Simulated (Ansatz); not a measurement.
# Electron scattering at the Σ5 (310) boundary in bcc Mo, part 2 of 3

How much does the Σ5 (310) boundary in bcc Mo reflect electrons?

Ansatz 0.2.0; Ansatz plane-wave DFT, PBE, PAW files; relaxation of a bicrystal slab with its lowest layers held; PAW set soft_1 (the session's first sound run).

So far. Step 2 (Relaxing the bicrystal): The largest force component on a free atom ends at 0.0094 eV/Å, under the tolerance of 0.03, after 6 steps.

## 3. Transmission across the boundary

This step: Ansatz plane-wave DFT, PBE, PAW files; ballistic transport by layer matching (Landauer), zero bias; boundary relaxed in a short slab, bulk layers laid on; PAW set soft_1 (Ansatz 0.2.0).

System of this step: Σ5 (310) boundary in bcc Mo. The cell holds 44 atoms: 44 Mo. Cell: a = 5.219 Å, b = 3.147 Å, c = 51.147 Å, α = 90.0°, β = 90.0°, γ = 72.5°. It derives from Mo. Regions: lower grain, 18 atoms (18 Mo); boundary, 12 atoms (12 Mo); upper grain, 14 atoms (14 Mo). Vacuum lies along c.

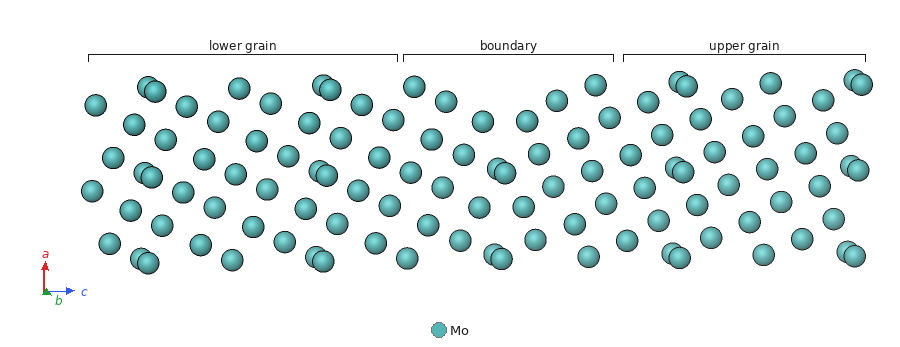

The cell of this step (molybdenum teal). 2×1×1 cells are drawn. Some periodic images of atoms are drawn too.

Input file input.yaml:

```yaml
crystal:
  lattice:
    - [5.2187091076, 0.0, 0.0]
    - [0.9488562014, 3.0005467684, 0.0]
    - [0.0, 0.0, 51.1472651599]
  atoms:
    - { symbol: Mo, position: [-9.2000000002, -6.8999999999, 0.0782055499] }
    - { symbol: Mo, position: [-8.8000000002, -6.5999999999, 0.0976624804] }
    - { symbol: Mo, position: [-8.4000000001, -6.2999999999, 0.1171194108] }
    - { symbol: Mo, position: [-8.0000000001, -5.9999999999, 0.1365763412] }
    - { symbol: Mo, position: [-7.6000000001, -5.6999999999, 0.1560332716] }
    - { symbol: Mo, position: [-7.2000000001, -5.3999999999, 0.1754902021] }
    - { symbol: Mo, position: [-6.8000000001, -5.0999999999, 0.1949471325] }
    - { symbol: Mo, position: [-6.4000000001, -4.7999999999, 0.2144040629] }
    - { symbol: Mo, position: [-6.0000000001, -4.4999999999, 0.2338609934] }
    - { symbol: Mo, position: [-5.6000000001, -4.1999999999, 0.2533179238] }
    - { symbol: Mo, position: [-5.2000000001, -3.8999999999, 0.2727748542] }
    - { symbol: Mo, position: [-4.8000000001, -3.6, 0.2922317846] }
    - { symbol: Mo, position: [-4.4000000001, -3.3, 0.3116887151] }
    - { symbol: Mo, position: [-4.0, -3.0, 0.3311456455] }
    - { symbol: Mo, position: [-3.6, -2.7, 0.3506025759] }
    - { symbol: Mo, position: [-3.2, -2.4, 0.3700595063] }
    - { symbol: Mo, position: [-2.8, -2.1, 0.3895164368] }
    - { symbol: Mo, position: [-2.4, -1.8, 0.4089733672] }
    - { symbol: Mo, position: [1.0, 0.5, 0.4284302976] }
    - { symbol: Mo, position: [0.3995557661, 0.8002221169, 0.4477362363] }
    - { symbol: Mo, position: [0.8018860616, 0.0990569692, 0.4676854171] }
    - { symbol: Mo, position: [0.1959079573, 0.4020460214, 0.4874283332] }
    - { symbol: Mo, position: [0.5955483045, 0.7022258478, 0.504665536] }
    - { symbol: Mo, position: [0.0080664049, -0.0040332025, 0.529268501] }
    - { symbol: Mo, position: [0.5966972149, 0.7016513926, 0.5538343545] }
    - { symbol: Mo, position: [0.1959784492, 0.4020107754, 0.5708921789] }
    - { symbol: Mo, position: [0.7996499841, 0.1001750079, 0.5907913683] }
    - { symbol: Mo, position: [0.3950195803, 0.8024902098, 0.6107446017] }
    - { symbol: Mo, position: [0.9979288926, 0.5010355537, 0.6299676141] }
    - { symbol: Mo, position: [0.5999000893, 0.2000499553, 0.6493974241] }
    - { symbol: Mo, position: [-2.8000999107, -2.0999500446, 0.6688543545] }
    - { symbol: Mo, position: [-3.2000999107, -2.3999500446, 0.6883112849] }
    - { symbol: Mo, position: [-3.6000999107, -2.6999500446, 0.7077682154] }
    - { symbol: Mo, position: [-4.0000999107, -2.9999500446, 0.7272251458] }
    - { symbol: Mo, position: [-4.4000999107, -3.2999500446, 0.7466820762] }
    - { symbol: Mo, position: [-4.8000999108, -3.5999500446, 0.7661390066] }
    - { symbol: Mo, position: [-5.2000999108, -3.8999500446, 0.7855959371] }
    - { symbol: Mo, position: [-5.6000999108, -4.1999500446, 0.8050528675] }
    - { symbol: Mo, position: [-6.0000999108, -4.4999500446, 0.8245097979] }
    - { symbol: Mo, position: [-6.4000999108, -4.7999500446, 0.8439667284] }
    - { symbol: Mo, position: [-6.8000999108, -5.0999500446, 0.8634236588] }
    - { symbol: Mo, position: [-7.2000999108, -5.3999500446, 0.8828805892] }
    - { symbol: Mo, position: [-7.6000999108, -5.6999500446, 0.9023375196] }
    - { symbol: Mo, position: [-8.0000999108, -5.9999500446, 0.9217944501] }
kpoints:
  mp_grid: { grid: [8, 8, 1] }
hamiltonian:
  xc: pbe
  pseudopotentials: { kind: paw, azcp: { folder: soft_1 } }
scf:
  occupations: { method: fermi_dirac, width: 0.1 }
output:
  transmission:
    leads: [[10, 11], [35, 36]]
    kmesh: [20, 20]
    e_range: [-0.1, 0.1]
    de: 0.05
  write_potential: true
  write_density: true
  volumetric_format: npy
  elf: true
```

Command:

```sh
ansatz run input.yaml --threads 4 --pin off --max-ram 15360MiB --backend cpu --events-out ev --progress --plain --runs-dir out
```

Numbers of over 12 decimals in the logs are rounded to 6 here.

Log:

```text
[...]
Crystal: 44 atoms, lattice volume = 800.914 Å³
Basis set: ecut = 420 eV, 15747 PW (Γ)
Bands: 370, of which v1, the nominal top of the filled ones, is band 308 counted from 1 (307 counted from 0)
Symmetry: 2 space group operations
[...]
k-points: 21 of 64 (time reversal used)
[...]
SCF iter   1: F=—  HF=-218090.143370 eV  |F-HF|=—  |Δ(HF+E_count)|=         —  Δρ=1.01e-1  dr2=6.17e2  ethr=3.10e-3  ⟨swp⟩=6.0  Hψ=26830  notcnv=0
[...]
SCF iter  12: F=-218058.473461 eV  HF=-218058.473461 eV  |F-HF|=1.53e-8  |Δ(HF+E_count)|=   1.32e-7  Δρ=1.50e-6  dr2=4.86e-8  ethr=1.62e-11  ⟨swp⟩=13.9  Hψ=25027  notcnv=0
SCF 1 converged in 12 iterations: F = -218058.473461 eV  dr2 = 4.86e-8
[...]
transmission: 725 of 7215 steps passed
transmission: 1444 of 7215 steps passed
[...]
transmission: 7215 of 7215 steps passed
WARN: The output density's exchange-correlation potential varies sharply where the density is thin. Do not read a vacuum level from v_tot or v_xc, or from such a field of the output density. On a cell that repeats whose density bears no net charge and no dipole along the vacuum's axis use v_es (v_loc + v_h of the components); under efield.dipole_correction with no amplitude use v_es + v_field, which holds any externa [...]
SCF converged after 12 iterations
Free energy (F): -218058.473461 eV
[...]
Internal energy: -218057.341066 eV  (E = F + TS)
E sigma→0 (E₀):  -218057.907263 eV
Entropy (-TS):   -1.132395 eV (-25.736 meV/atom)
Fermi energy:    17.563733 eV
[...]
--- Band table (eV; the first three rows and the last of 21) ---
  k-point 0: bands = [... 304 lower, 17.3277, 17.4022, 17.4239, 17.4692, 17.4813, 17.4952, 17.5216, 17.5494, ... 58 higher]
  k-point 1: bands = [... 304 lower, 17.0606, 17.1372, 17.2410, 17.3294, 17.3639, 17.3929, 17.4652, 17.5374, ... 58 higher]
  k-point 2: bands = [... 304 lower, 16.7163, 16.8964, 16.9038, 17.0410, 17.3191, 17.4547, 17.4874, 17.6621, ... 58 higher]
  k-point 20: bands = [... 304 lower, 17.4936, 17.5337, 17.5412, 17.6181, 17.6410, 17.6876, 17.7024, 17.7246, ... 58 higher]
--- Transmission ---
  basis      : 141 plane waves across, 65 finite elements along
  points     : 111, standing for a mesh of 20 x 20
  energies   : 5 from -0.100000 to 0.100000 eV about the Fermi level, 0.050000 eV apart; the leads are filled to 0.000000 eV, and channels, transmission and decay are at 0.000000 eV
  crystal 0  : Mo2, at the sites [10, 11], period 1.9903 Å, over 19.90 Å; its Hamiltonian steps by up to 7.8 meV
    offset         : up to 0.0000 Å between an atom of the period and one for which it stands
    channels       : 2.495000e0 a spin
    conductance    : none, the energies end too early or step too widely for 300 K: set another output.transmission.e_range or a lower de, or, where they end at an eighth of basis.ecutwfc, a higher one
    slowest decay  : 0.0223 /Å at (0.4500, 0.3000)
[...]
channels       : 2.485000e0 a spin
[...]
slowest decay  : 0.0243 /Å at (0.4500, 0.3000)
  junction   : crystal 0 to crystal 1, 13.45 to 38.69 Å
    transmission   : 1.367422e0 a spin
[...]
```

Run time: 16 min. Hardware: 4 threads of Arm Neoverse V1, shared host; peak memory 9.1 GiB; 59 min of CPU time.

This step gave:

```
free energy                                         : -218058.4735 eV
energy at zero smearing                             : -218057.9073 eV
Fermi energy                                        : 17.56 eV
cell area                                           : 15.66 Å²
transmission at the Fermi level (a spin, zone mean) : 1.367
channels of the lower lead                          : 2.495
channels of the upper lead                          : 2.485
potential step in the lower lead                    : 7.8 meV
potential step in the upper lead                    : 11 meV
```

Per spin. The transmission, zone mean by energy, zero at the Fermi level:

| energy (eV) | transmission, zone mean |
| --- | --- |
| -0.1000 | 1.29 |
| -0.0500 | 1.34 |
| 0.0000 | 1.37 |
| 0.0500 | 1.38 |
| 0.1000 | 1.40 |

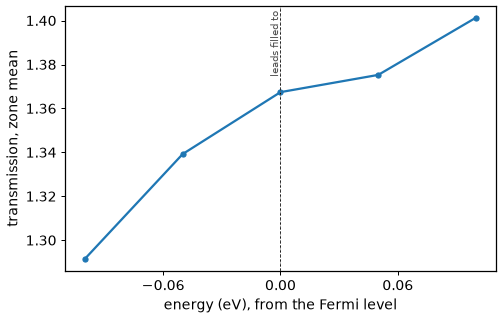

Transmission, zone mean against energy.

Per spin. Table of open channels, zone mean by energy, zero at the Fermi level:

| energy (eV) | lower lead | upper lead |
| --- | --- | --- |
| -0.1000 | 2.52 | 2.52 |
| -0.0500 | 2.52 | 2.50 |
| 0.0000 | 2.50 | 2.48 |
| 0.0500 | 2.58 | 2.57 |
| 0.1000 | 2.67 | 2.69 |

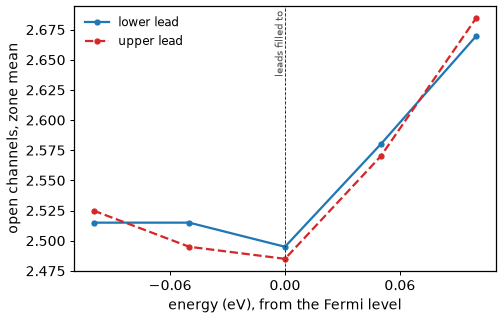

Open channels, zone mean against energy.

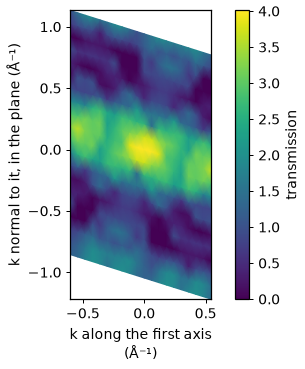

Transmission over k1 and k2. At 0.0000 eV from the Fermi level.

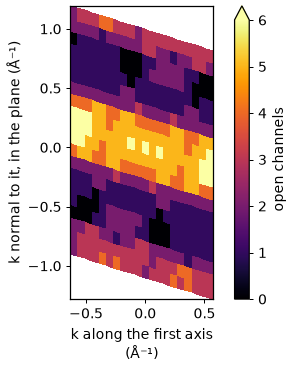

Open channels over k1 and k2. At 0.0000 eV from the Fermi level.

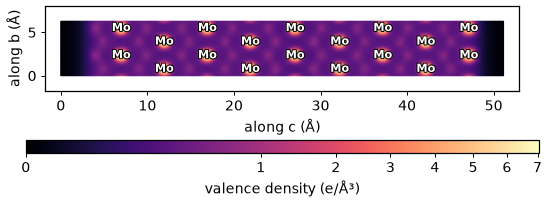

Valence density in the cb plane at fractional x = 0.000, with atoms of Mo within 0.2 Å of it. It is the smooth field of the valence electrons, not physical close to the nuclei. The map starts off the cell's origin, so that atoms lie inside it. The colour scale is stretched toward low values.

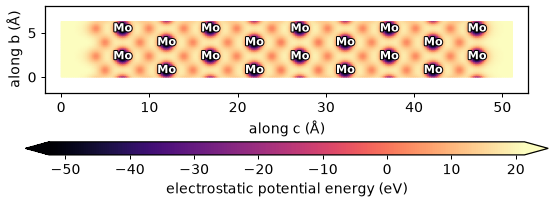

Electrostatic potential energy in the cb plane at fractional x = 0.000, with atoms of Mo within 0.2 Å of it. With pseudopotentials it is smooth inside the atoms' cores, unlike the true potential. The map starts off the cell's origin, so that atoms lie inside it.

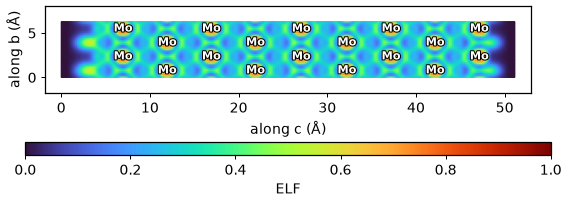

ELF in the cb plane at fractional x = 0.000, with atoms of Mo within 0.2 Å of it. It is the smooth field of the valence electrons, not physical close to the nuclei. The map starts off the cell's origin, so that atoms lie inside it.

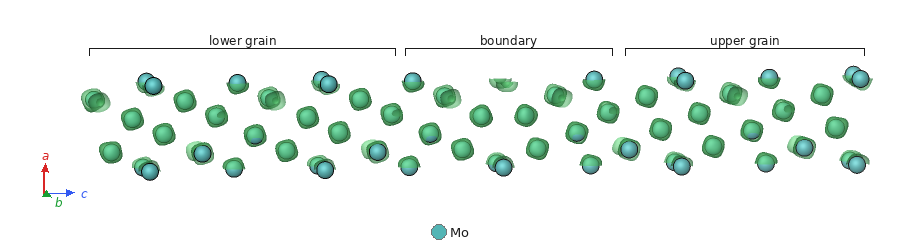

Surface of ELF = 0.67.

Over the solved energies the transmission per spin lies between 1.29 and 1.40, out of 2.56 channels of the lead on average (up to 2.67).

## 4. Specific resistance

This step: Ansatz plane-wave DFT, PBE, PAW files; ballistic transport by layer matching (Landauer), zero bias; specific resistance of the boundary; PAW set soft_1 (Ansatz 0.2.0).

Numbers from this step:

```yaml
area_resistance: 0.7001 fΩ m²
t_over_the_leads_mean_channel_count: 0.5306
```

Averaged over the energies near the Fermi level, 53.1 % of the channels pass, which makes 0.700 fΩ m².

By hand, with T and the leads' channels N averaged over the energies near the Fermi level: RA = A (h/2e²)(1/T − ½[1/N₁ + 1/N₂]) = 15.66×10⁻²⁰ m² × 12 906 Ω × (1/1.355 − ½[1/2.555 + 1/2.552]) = 0.700 fΩ m².

(Continued in part 3 of 3.)

[Logs are printed without paths, hosts, clocks, repeated set-up lines and the standing remarks that a program may print on its own settings, such as how far it seeks lower states.]

[Hosts, paths, dates, database ids (printed as entryN), source tags and the programs' standing remarks are cut or masked in the printed files.]
